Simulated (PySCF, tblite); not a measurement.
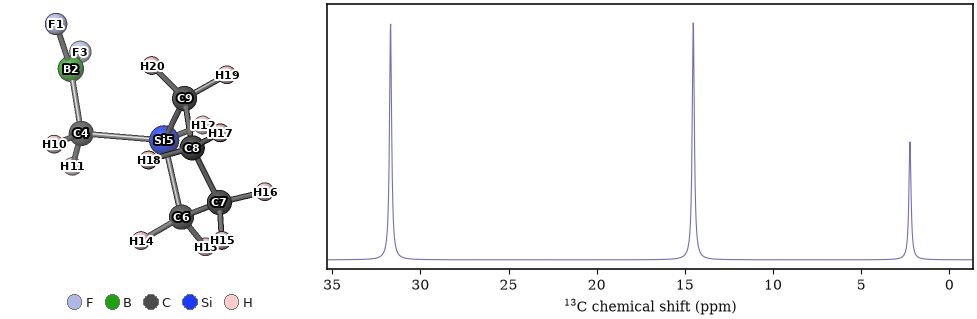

Spectrum and numbered structure of C₅H₁₁BF₂Si, SMILES FB(F)C[SiH]1CCCC1. GIAO shifts, PBE0/pcSseg-1 with PySCF, at a GFN2-xTB geometry (a minimum by its frequencies), against TMS for ¹³C computed at the same level. Gas phase, fully decoupled, line heights follow the number of nuclei, widths are arbitrary (no quadrupolar broadening); values of one conformer, averaged over nuclei that symmetry, rotation about single bonds or ring flips exchange, these motions taken as fast; other conformers aren't averaged in.

Which ¹³C nuclei are the least shielded, and which the most?

Least shielded: C7 and C8 at 31.7 ppm. Most shielded: C4 at 2.2 ppm.

Note: the tight-binding geometry is rougher than a DFT one and adds to the error.
